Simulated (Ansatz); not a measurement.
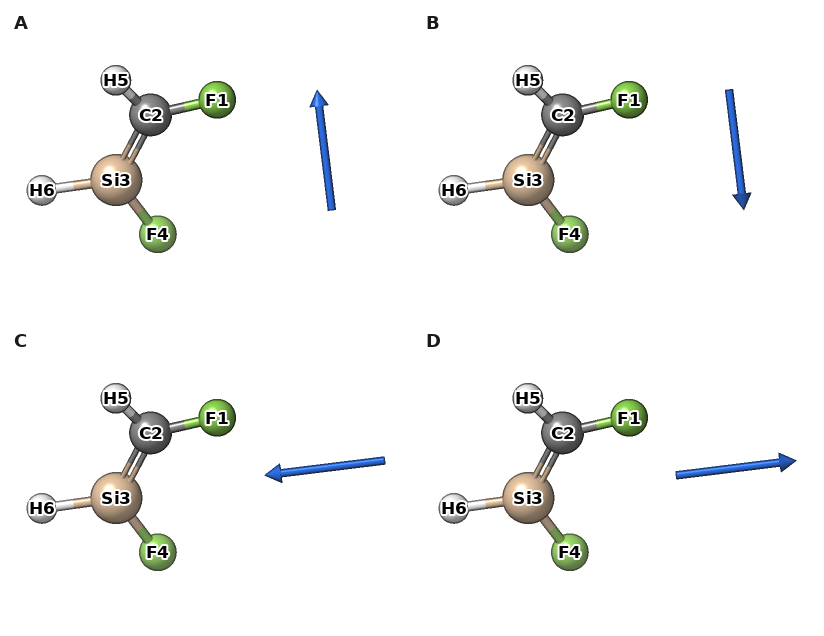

The same molecule four times, each with an arrow. Geometry: moved along internal coordinates away from the minimum. Properties computed with RKS PBE-D4/def2-TZVPP (Ansatz 0.2.0).

Question: Which arrow points along the dipole moment, from the negative to the positive end?

Answer: C. The dipole moment is 1.86 D; it points from the side of F1 to the side of H6 (the outermost atoms at the two ends).
